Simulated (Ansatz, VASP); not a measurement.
## Cross-check of CuI (Marshite) between VASP and Ansatz

One calculation is typed for both programs; each brings its own data sets. How far apart do they land? Other levels of theory on this material are compared in a session of their own. Valence electrons are named where the data sets of a main pair hold unlike numbers.

Calculated with Ansatz 0.2.0; plane waves, with VASP 6.6.1 beside it; band structure at LDA, band structure at PBE and band structure at r2SCAN.

The database entry behind the starting cell differs from later determinations by our own check (about 0.15 % long (mineral sample)), so it need not match the best structure at ambient conditions.

### Step 1. The starting structure

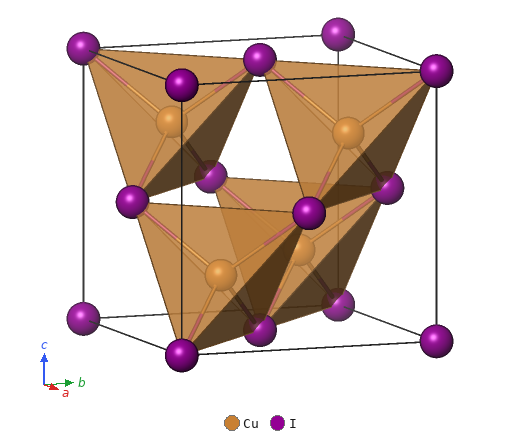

The cell as given, slightly off an axis (copper orange, iodine purple). This picture shows the conventional cell, with its axes. Bonds to atoms that aren't drawn are left out. Some periodic images of atoms are drawn too.

Structure file:

```xyz
2
Lattice="0.0000 3.0315 3.0315 3.0315 0.0000 3.0315 3.0315 3.0315 0.0000" Properties=species:S:1:pos:R:3 pbc="T T T"
Cu    1.5157    1.5157    1.5157
I     0.0000    0.0000    0.0000
```

### Step 2. VASP: band structure, LDA

The same path points are solved in both programs, so levels can be compared one by one.

Lines of VASP's logs that name or quote its potential files are left out, and so is its time.

The input, INCAR:

```
SYSTEM = CuI
PREC = Accurate
ENCUT = 400
EDIFF = 1E-06
NELM = 100
ISMEAR = 0
SIGMA = 0.02
LREAL = .FALSE.
ALGO = Normal
GGA = CA
NBANDS = 21
LORBIT = 11
LWAVE = .FALSE.
LCHARG = .FALSE.
KPAR = 4
```

The input, POSCAR:

```
CuI
1.0
    0.0000000000      3.0315000000      3.0315000000
    3.0315000000      0.0000000000      3.0315000000
    3.0315000000      3.0315000000      0.0000000000
Cu I
1 1
Direct
    0.2500000000      0.2500000000      0.2500000000
    0.0000000000      0.0000000000      0.0000000000
```

The input, KPOINTS:

```
Automatic mesh
0
Gamma
4 4 4
0 0 0
```

The input, KPOINTS_OPT:

```
Line mode
16
Line-mode
Reciprocal
  0.00000000   0.00000000   0.00000000 GAMMA
  0.50000000   0.00000000   0.50000000 X

  0.50000000   0.00000000   0.50000000 X
  0.50000000   0.25000000   0.75000000 W

  0.50000000   0.25000000   0.75000000 W
  0.37500000   0.37500000   0.75000000 K

  0.37500000   0.37500000   0.75000000 K
  0.00000000   0.00000000   0.00000000 GAMMA

  0.00000000   0.00000000   0.00000000 GAMMA
  0.50000000   0.50000000   0.50000000 L

  0.50000000   0.50000000   0.50000000 L
  0.62500000   0.25000000   0.62500000 U

  0.62500000   0.25000000   0.62500000 U
  0.50000000   0.25000000   0.75000000 W

  0.50000000   0.25000000   0.75000000 W
  0.50000000   0.50000000   0.50000000 L

  0.50000000   0.50000000   0.50000000 L
  0.37500000   0.37500000   0.75000000 K

  0.62500000   0.25000000   0.62500000 U
  0.50000000   0.00000000   0.50000000 X
```

The projector-augmented-wave data sets are Cu and I (PBE family, release 64).

Started as:

```console
$ mpirun -np 4 vasp_std
```

Numbers of over 12 decimals in the logs are rounded to 6 here.

Output:

```text
[banner, memory and clock lines left out]
running    4 mpi-ranks, on    1 nodes
 distrk:  each k-point on    1 cores,    4 groups
 distr:  one band on    1 cores,    1 groups

 POSCAR found type information on POSCAR CuI
 POSCAR found :  2 types and       2 ions
|                                                                             |
|               ----> ADVICE to this user running VASP <----                  |
|                                                                             |
|     You enforced a specific xc type in the INCAR file but a different       |
|     [... a line on the potential file left out ...]
|     I HOPE YOU KNOW WHAT YOU ARE DOING!                                     |
|                                                                             |

 LDA part: xc-table for (Slater(with rela. corr.)+CA(PZ))
 , standard interpolation
 POSCAR, INCAR and KPOINTS ok, starting setup
 FFT: planning ... GRIDC
 FFT: planning ... GRID_SOFT
 FFT: planning ... GRID
 WAVECAR not read
 entering main loop
       N       E                     dE             d eps       ncg     rms          rms(c)
DAV:   1     0.926000300290E+02    0.92600E+02   -0.59758E+03   336   0.737E+02
DAV:   2     0.346069012783E+00   -0.92254E+02   -0.81346E+02   356   0.184E+02
DAV:   3    -0.706128189539E+01   -0.74074E+01   -0.72639E+01   417   0.563E+01
DAV:   4    -0.724159124449E+01   -0.18031E+00   -0.18008E+00   406   0.778E+00
DAV:   5    -0.725024101547E+01   -0.86498E-02   -0.86489E-02   508   0.197E+00    0.561E+00
DAV:   6    -0.715055269959E+01    0.99688E-01   -0.31888E+00   396   0.413E+01    0.381E+00
DAV:   7    -0.691453885879E+01    0.23601E+00   -0.73950E-01   401   0.251E+01    0.144E+00
DAV:   8    -0.691276418239E+01    0.17747E-02   -0.44032E-02   536   0.328E+00    0.499E-01
DAV:   9    -0.690960259449E+01    0.31616E-02   -0.81800E-03   465   0.209E+00    0.217E-01
DAV:  10    -0.690962529713E+01   -0.22703E-04   -0.34063E-04   414   0.933E-02    0.170E-01
DAV:  11    -0.690948713941E+01    0.13816E-03   -0.34972E-04   465   0.530E-01    0.116E-02
DAV:  12    -0.690949381996E+01   -0.66805E-05   -0.54070E-05   502   0.552E-02    0.283E-02
DAV:  13    -0.690949272571E+01    0.10942E-05   -0.10126E-06   404   0.170E-02    0.829E-03
DAV:  14    -0.690949222392E+01    0.50180E-06   -0.93616E-07   258   0.249E-02
   1 F= -.69094922E+01 E0= -.69094922E+01  d E =-.241400E-27
 Start KPOINTS_OPT (optional k-point list driver)
k-point batch [1-8\160]
       N       E                     dE             ncg
DAV:   1     0.972624644937E+03    0.48691E+02      341
DAV:   2     0.172776330321E+03   -0.79985E+03      356
DAV:   3     0.107065241944E+03   -0.65711E+02      381
DAV:   4     0.105163455848E+03   -0.19018E+01      409
DAV:   5     0.105079680742E+03   -0.83775E-01      494
DAV:   6     0.105077522455E+03   -0.21583E-02      438
DAV:   7     0.105077488767E+03   -0.33688E-04      494
DAV:   8     0.105077488100E+03   -0.66725E-06      302
[...]
k-point batch [153-160\160]
       N       E                     dE             ncg
DAV:   1     0.824026698312E+03   -0.37076E+04      341
DAV:   2     0.948305381589E+02   -0.72920E+03      361
DAV:   3     0.301387879426E+02   -0.64692E+02      467
DAV:   4     0.287416520191E+02   -0.13971E+01      430
DAV:   5     0.286800206786E+02   -0.61631E-01      494
DAV:   6     0.286788429073E+02   -0.11778E-02      443
DAV:   7     0.286787962384E+02   -0.46669E-04      492
DAV:   8     0.286787960738E+02   -0.16454E-06      363
```

OUTCAR, selected parts (step 2):

```text
ion  position               nearest neighbor table
   1  0.250  0.250  0.250-   2 2.63   2 2.63   2 2.63   2 2.63
   2  0.000  0.000  0.000-   1 2.63   1 2.63   1 2.63   1 2.63

  LATTYP: Found a face centered cubic cell.
 ALAT       =     6.0630000000

 Subroutine GETGRP returns: Found 24 space group operations
 (whereof 24 operations were pure point group operations)

The static configuration has the point symmetry T_d .

 Found      8 irreducible k-points:

   k-points           NKPTS =      8   k-points in BZ     NKDIM =      8   number of bands    NBANDS=     21

   dimension x,y,z NGX =    28 NGY =   28 NGZ =   28
   dimension x,y,z NGXF=    56 NGYF=   56 NGZF=   56

   ENCUT  =  400.0 eV  29.40 Ry    5.42 a.u.   6.99  6.99  6.99*2*pi/ulx,y,z

   NELECT =      18.0000    total number of electrons

 k-points in reciprocal lattice and weights: Automatic mesh
   0.00000000  0.00000000  0.00000000       0.016
   0.25000000  0.00000000  0.00000000       0.125
   0.50000000  0.00000000  0.00000000       0.062
   0.25000000  0.25000000  0.00000000       0.094
   0.50000000  0.25000000  0.00000000       0.375
  -0.25000000  0.25000000  0.00000000       0.188
   0.50000000  0.50000000  0.00000000       0.047
  -0.25000000  0.50000000  0.25000000       0.094

 average (electrostatic) potential at core
       1 -65.5698       2 -92.2465

 E-fermi :   4.2421

 k-point     1 :       0.0000    0.0000    0.0000
  band No.  band energies     occupation
    ...
      5       2.1657      2.00000
      6       2.1657      2.00000
      7       4.0924      2.00000
      8       4.0924      2.00000
      9       4.0924      2.00000
     10       5.0702      0.00000
     11       8.9281      0.00000
     12       8.9281      0.00000
     13       8.9281      0.00000
     14      12.0551      0.00000
    ...

 k-point     2 :       0.2500    0.0000    0.0000
  band No.  band energies     occupation
    ...
      5       2.1562      2.00000
      6       2.1562      2.00000
      7       2.7551      2.00000
      8       3.7105      2.00000
      9       3.7105      2.00000
     10       6.2505      0.00000
     11       9.4636      0.00000
     12       9.4825      0.00000
     13       9.4825      0.00000
     14      12.8093      0.00000
    ...

 k-point     3 :       0.5000    0.0000    0.0000
  band No.  band energies     occupation
    ...
      5       2.1927      2.00000
      6       2.1927      2.00000
      7       2.2386      2.00000
      8       3.3645      2.00000
      9       3.3645      2.00000
     10       6.1365      0.00000
     11       9.4625      0.00000
     12       9.4625      0.00000
     13      11.3227      0.00000
     14      13.0384      0.00000
    ...

  Total       -1.4297517     -1.4297517     -1.4297517      0.0000000      0.0000000      0.0000000
  in kB      -41.1119878    -41.1119878    -41.1119878      0.0000000      0.0000000      0.0000000
  external PRESSURE =     -41.1119878 kB  Pullay stress =       0.0000000 kB

  energy-cutoff  :      400.00
  volume of cell :       55.72
      direct lattice vectors                 reciprocal lattice vectors
     0.000000000  3.031500000  3.031500000    -0.164934851  0.164934851  0.164934851
     3.031500000  0.000000000  3.031500000     0.164934851 -0.164934851  0.164934851
     3.031500000  3.031500000  0.000000000     0.164934851  0.164934851 -0.164934851

 POSITION                                       TOTAL-FORCE (eV/Angst)
 -----------------------------------------------------------------------------------
      1.51575      1.51575      1.51575        -0.000000     -0.000000     -0.000000
      0.00000      0.00000      0.00000         0.000000      0.000000      0.000000
 -----------------------------------------------------------------------------------
    total drift:                                0.000001      0.000001      0.000001

  FREE ENERGIE OF THE ION-ELECTRON SYSTEM (eV)
  ---------------------------------------------------
  free  energy   TOTEN  =        -6.9094922239 eV

  energy  without entropy=       -6.9094922239  energy(sigma->0) =       -6.90949222

 total charge
# of ion       s       p       d       tot
------------------------------------------
    1        0.336   0.269   9.339   9.944
    2        1.492   2.739   0.052   4.283
--------------------------------------------------
tot          1.828   3.009   9.391  14.227

[... 3 further parts left out ...]
```

At this level the cell is under a tension of 4.1 GPa, so at these settings it is away from equilibrium.

### Step 3. Ansatz: band structure, LDA

Ansatz runs on its default PAW (the set named soft_2) files.

The same cell, functional (in two slightly different forms), mesh and smearing now go to Ansatz, which takes its cutoff from its data sets.

The input, input.yaml:

```yaml
crystal:
  lattice:
    - [0.0, 3.0315, 3.0315]
    - [3.0315, 0.0, 3.0315]
    - [3.0315, 3.0315, 0.0]
  atoms:
    - { symbol: Cu, position: [0.25, 0.25, 0.25] }
    - { symbol: I, position: [0.0, 0.0, 0.0] }
hamiltonian:
  xc: lda
  pseudopotentials: { kind: paw }
kpoints:
  mp_grid: { grid: [4, 4, 4] }
  band_path:
    path:
      - [0.0, 0.0, 0.0]
      - [0.16667, 0.0, 0.16667]
      - [0.33333, 0.0, 0.33333]
      - [0.5, 0.0, 0.5]
      - [0.5, 0.08333, 0.58333]
      - [0.5, 0.18333, 0.68333]
      - [0.5, 0.25, 0.75]
      - [0.45, 0.3, 0.75]
      - [0.40833, 0.34167, 0.75]
      - [0.35, 0.35, 0.7]
      - [0.225, 0.225, 0.45]
      - [0.075, 0.075, 0.15]
      - [0.03333, 0.03333, 0.03333]
      - [0.23333, 0.23333, 0.23333]
      - [0.4, 0.4, 0.4]
      - [0.51667, 0.46667, 0.51667]
      - [0.55833, 0.38333, 0.55833]
      - [0.60833, 0.28333, 0.60833]
      - [0.60833, 0.25, 0.64167]
      - [0.55833, 0.25, 0.69167]
      - [0.51667, 0.25, 0.73333]
      - [0.5, 0.3, 0.7]
      - [0.5, 0.38333, 0.61667]
      - [0.5, 0.48333, 0.51667]
      - [0.475, 0.475, 0.55]
      - [0.425, 0.425, 0.65]
      - [0.38333, 0.38333, 0.73333]
      - [0.59167, 0.18333, 0.59167]
      - [0.55, 0.1, 0.55]
      - [0.5, 0.0, 0.5]
    npoints: 1
scf:
  occupations: { method: gaussian, width: 0.02 }
  n_extra_bands: 7
output:
  forces: true
  stress: true
  eigenvalues: true
```

Started as:

```console
$ ansatz run input.yaml --threads 2 --pin off --max-ram 4608MiB --backend cpu --events-out ev --progress --plain --runs-dir out
```

Output:

```text
scf.n_extra_bands = 7 over 18 filled bands (N_el = 36.0): the run solves 25 bands
Engine: ansatz 0.2.0, aarch64-unknown-linux-gnu
Pseudopotentials: kind: paw
Pseudopotential: Cu, paw, valence charge 19, recommended cutoff 420 eV (normal), Cu.paw.azcp
Pseudopotential: I, paw, valence charge 17, recommended cutoff 420 eV (normal), I.paw.azcp
Functional definition: SPW92
  exchange = slater_x
  correlation = pw_c
Crystal: 2 atoms, lattice volume = 55.719 Å³
Basis set: ecut = 420 eV, 1067 PW (Γ)
Bands: 25, of which v1, the nominal top of the filled ones, is band 18 counted from 1 (17 counted from 0)
Symmetry: 24 space group operations
Space group: F-43m (ITA 216), of the structure as read, at distance tolerance 3.8e-5 Å
k-points: 8 of 64 (time reversal used)
Non-local potential: Cu, projectors of the file, l = 0: 3, l = 1: 2, l = 2: 3, l = 3: 1
Non-local potential: I, projectors of the file, l = 0: 2, l = 1: 2, l = 2: 2, l = 3: 2
PAW form: soft (Blöchl's): semilocal exchange-correlation on the pseudo side does not see the compensation charge
PAW frozen core: Cu, regenerated for the run's functional, and the local potential with it (the file was generated under x = pbe(κ = 0.804, μ = 0.219515), c = pbe(β = 0.066725))
PAW frozen core: I, regenerated for the run's functional, and the local potential with it (the file was generated under x = pbe(κ = 0.804, μ = 0.219515), c = pbe(β = 0.066725))
PAW one-centre angular grid: Cu, 590 points (default); XC on 64 Gauss nodes
PAW one-centre angular grid: I, 590 points (default); XC on 64 Gauss nodes
Initial density: superposition of atomic densities (neutral atoms: chi_scale 0, normalization atom), corrected by the library's trained network
Initial wavefunctions: pseudopotential atomic-orbital guess
Functional: x = slater, c = lda
SCF iter   1: F=—  HF=-13911.685550 eV  |F-HF|=—  |Δ(HF+E_count)|=         —  Δρ=9.67e-3  dr2=2.22e-2  ethr=1.77e-3  ⟨swp⟩=6.2  Hψ=999  notcnv=0
preconditioner: auto → none  [insulator: Δε(μ)=0.850 eV  Ē_g=11.043 eV  σ=0.020 eV  W_gap=1.00  n_scr=14 (ndim 8)  ℏωp=21.1 eV  f_vac=0.179  D(μ)=0.00/eV (n_scr^D=0)  ε∞_Penn≈4.7]
SCF iter   2: F=—  HF=-13911.689569 eV  |F-HF|=—  |Δ(HF+E_count)|=   4.02e-3  Δρ=1.03e-2  dr2=4.12e-2  ethr=6.17e-5  ⟨swp⟩=2.5  Hψ=455  notcnv=0  defer=21
SCF iter   3: F=—  HF=-13911.679187 eV  |F-HF|=—  |Δ(HF+E_count)|=   1.04e-2  Δρ=2.71e-3  dr2=1.71e-3  ethr=6.17e-5  ⟨swp⟩=2.5  Hψ=350  notcnv=0  defer=21
SCF iter   4: F=—  HF=-13911.678939 eV  |F-HF|=—  |Δ(HF+E_count)|=   2.48e-4  Δρ=4.73e-4  dr2=5.29e-5  ethr=4.75e-6  ⟨swp⟩=2.0  Hψ=302  notcnv=0  defer=21
SCF iter   5: F=—  HF=-13911.678936 eV  |F-HF|=—  |Δ(HF+E_count)|=   3.56e-6  Δρ=7.61e-5  dr2=2.39e-6  ethr=1.47e-7  ⟨swp⟩=2.0  Hψ=291  notcnv=0  defer=21
SCF iter   6: F=-13911.678935 eV  HF=-13911.678935 eV  |F-HF|=5.72e-9  |Δ(HF+E_count)|=   4.46e-7  Δρ=5.71e-6  dr2=9.19e-9  ethr=2.78e-10  ⟨swp⟩=8.4  Hψ=1069  notcnv=0
SCF 1 converged in 6 iterations: F = -13911.678935 eV  dr2 = 9.19e-9
  greatest PAW one-centre occupation: 1.000 electrons in one spin orbital (limit 2), on the Cu atom at site 0 (counted from 0), in its partial waves of l = 0
NSCF: frozen V_eff on 30 k-points
SCF converged after 6 iterations
Free energy (F): -13911.678935 eV
Harris-Foulkes:  -13911.678935 eV  (|F-HF|=5.72e-9)
Internal energy: -13911.678935 eV  (E = F + TS)
E sigma→0 (E₀):  -13911.678935 eV
Fermi energy:    8.251697 eV
--- Per-component energies (eV) ---
  E_band       = -875.894033
  E_kinetic    = 490.892613
  E_local      = -7631.561154  (includes V_loc(G=0)·N_el)
  E_nonlocal   = 322.659039
  E_hartree    = 3539.277273
  E_xc         = -213.992175
  E_vxc        = -241.125506  (∫ρ·V_xc dr)
  E_paw        = -6266.054253  (= ΣΔE_a)
  E_vpaw       = -895.321569  (= ΣTr[D̂ρ^β])
  E_aug_tail   = 0.000299  (compensation charges beyond the density's cutoff)
  E_ewald      = -4154.131452
  E_core_change = 1.230875  (= ΣΔE_core)
  E_smearing   = -0.000000  (= −TS)
  E_closure    = -0.000000  (closes the sum)
  Σ components = -13911.678935   (vs F -13911.678935, Δ=0.00e0)
--- Forces (eV/Å), atoms counted from 1 ---
  atom   1  Cu    -0.00000000     0.00000000     0.00000000
  atom   2  I      0.00000000    -0.00000000     0.00000000
  max |Σ_I F_I| component: 1.85e-17 eV/Å
--- Stress (GPa, compression-positive) ---
       -4.157796      -0.000000      -0.000000
        0.000000      -4.157796       0.000000
       -0.000000       0.000000      -4.157796
  P = ⅓ Tr σ = -4.1578 GPa (-41.578 kbar)
--- Band table (eV; the first three rows and the last of 8) ---
  k-point 0: bands = [... 14 lower, 5.8715, 7.7863, 7.7863, 7.7863, 8.7166, 12.6499, 12.6499, 12.6499, ... 3 higher]
  k-point 1: bands = [... 14 lower, 5.8623, 6.4573, 7.4069, 7.4069, 9.9151, 13.1551, 13.2053, 13.2053, ... 3 higher]
  k-point 2: bands = [... 14 lower, 5.8992, 5.9444, 7.0623, 7.0623, 9.8106, 13.1904, 13.1904, 15.0027, ... 3 higher]
  k-point 7: bands = [... 14 lower, 5.8249, 5.9531, 6.1236, 6.4781, 12.2372, 12.3659, 13.7152, 14.0880, ... 3 higher]
```

Wall time 1.9 s (2 threads of Arm Neoverse V1, shared host); peak memory 0.3 GiB.

### Step 4. Side by side

Known differences besides the potentials themselves: the two LDA forms differ slightly; the data sets hold 36 valence electrons in Ansatz (on its default PAW (the set named soft_2) files) and 18 in VASP; the cutoff is 420 eV in Ansatz and 400 eV in VASP; Ansatz makes its cores anew for this functional, VASP keeps those of its PBE data sets; VASP's log shows a relativistic correction to its local exchange, Ansatz's none. Total energies have different zeros and are not compared.

Both answers:

| quantity | Ansatz | VASP | difference |
| --- | --- | --- | --- |
| pressure (GPa) | -4.16 | -4.11 | -0.05 |
| gap over the path points (eV) | 0.930 | 0.978 | -0.047 |

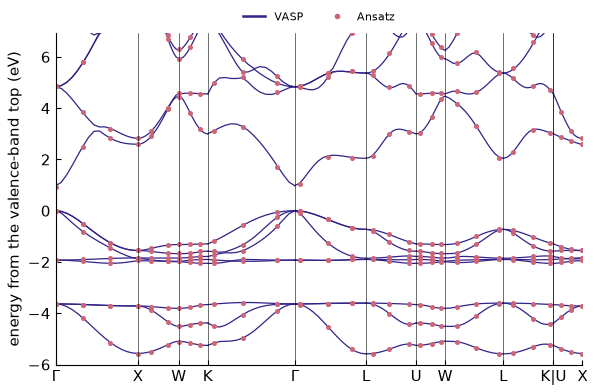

Bands from VASP (lines) and levels from Ansatz (dots). Dots without a line are higher empty bands that the VASP plot leaves out.

Levels at points of the path, from each program's valence-band top (eV; 4 filled, then empty):

| k (reciprocal lattice) | Ansatz | VASP |
| --- | --- | --- |
| 0.000 0.000 0.000 | -1.92 0.00 0.00 0.00 0.93 4.86 4.86 | -1.93 0.00 0.00 0.00 0.98 4.84 4.84 |
| 0.167 0.000 0.167 | -1.89 -0.81 -0.50 -0.50 2.49 3.83 5.81 | -1.91 -0.81 -0.51 -0.51 2.53 3.82 5.78 |
| 0.333 0.000 0.333 | -1.85 -1.45 -1.24 -1.24 2.84 3.20 7.44 | -1.86 -1.46 -1.25 -1.25 2.83 3.21 7.44 |
| 0.500 0.000 0.500 | -1.86 -1.83 -1.54 -1.54 2.60 2.83 9.00 | -1.87 -1.84 -1.55 -1.55 2.60 2.82 9.03 |
| 0.500 0.083 0.583 | -1.91 -1.83 -1.58 -1.46 2.92 3.12 8.30 | -1.92 -1.85 -1.59 -1.47 2.91 3.11 8.29 |
| 0.500 0.183 0.683 | -1.96 -1.83 -1.65 -1.33 3.98 4.02 6.71 | -1.97 -1.84 -1.66 -1.34 3.97 4.03 6.71 |
| 0.500 0.250 0.750 | -1.96 -1.83 -1.66 -1.31 4.45 4.58 5.93 | -1.97 -1.84 -1.68 -1.32 4.46 4.57 5.93 |
| 0.450 0.300 0.750 | -1.92 -1.81 -1.64 -1.30 3.80 4.58 6.40 | -1.93 -1.82 -1.66 -1.31 3.80 4.58 6.39 |
| 0.408 0.342 0.750 | -1.89 -1.78 -1.59 -1.29 3.18 4.57 7.15 | -1.91 -1.79 -1.60 -1.30 3.18 4.57 7.13 |
| 0.350 0.350 0.700 | -1.91 -1.72 -1.59 -1.18 3.12 4.97 7.22 | -1.92 -1.73 -1.60 -1.19 3.12 4.98 7.19 |

Among the levels compared at these points, filled levels agree within 13 meV and empty ones within 47 meV. Ansatz's pressure holds a Pulay correction of 0.05 GPa; VASP's holds none.

### Step 5. Ansatz: band structure, PBE

The same path points are solved in both programs, so levels can be compared one by one.

Changes to input.yaml since step 3:

```diff
@@ -9,3 +9,3 @@
 hamiltonian:
-  xc: lda
+  xc: pbe
   pseudopotentials: { kind: paw }
@@ -53 +53,5 @@
   eigenvalues: true
+  write_density: true
+  write_potential: true
+  elf: true
+  volumetric_format: npy
```

Output:

```text
[...]
Crystal: 2 atoms, lattice volume = 55.719 Å³
Basis set: ecut = 420 eV, 1067 PW (Γ), exchange–correlation on 60×60×60 points (8 copies of the dense FFT grid, shifted against one another)
Bands: 25, of which v1, the nominal top of the filled ones, is band 18 counted from 1 (17 counted from 0)
Symmetry: 24 space group operations
[...]
k-points: 8 of 64 (time reversal used)
[...]
k-point 0: bands = [... 14 lower, 6.3142, 8.1681, 8.1681, 8.1681, 9.2866, 13.0372, 13.0372, 13.0372, ... 3 higher]
  k-point 1: bands = [... 14 lower, 6.3052, 6.8932, 7.7964, 7.7964, 10.4191, 13.5934, 13.5934, 13.6378, ... 3 higher]
  k-point 2: bands = [... 14 lower, 6.3428, 6.3878, 7.4574, 7.4574, 10.3047, 13.5812, 13.5812, 15.5510, ... 3 higher]
  k-point 7: bands = [... 14 lower, 6.2657, 6.3973, 6.5665, 6.9083, 12.6499, 12.8188, 14.1741, 14.5533, ... 3 higher]
[key lines of the parts left out:]
SCF converged after 6 iterations
Free energy (F): -14138.331691 eV
Fermi energy:    8.727547 eV
P = ⅓ Tr σ = 0.5710 GPa (5.710 kbar)
```

Run time: 1.9 s. Hardware: 2 threads; peak memory 0.31 GiB.

[end of part 1 of 2]

[Lines on the potential files, build, host, timing and source positions are cut from VASP's logs without a mark.]

[Logs are printed without paths, hosts, clocks, repeated set-up lines and the standing remarks that a program may print on its own settings, such as how far it seeks lower states.]

[Hosts, paths, dates, database ids (printed as entryN), source tags and the programs' standing remarks are cut or masked in the printed files.]
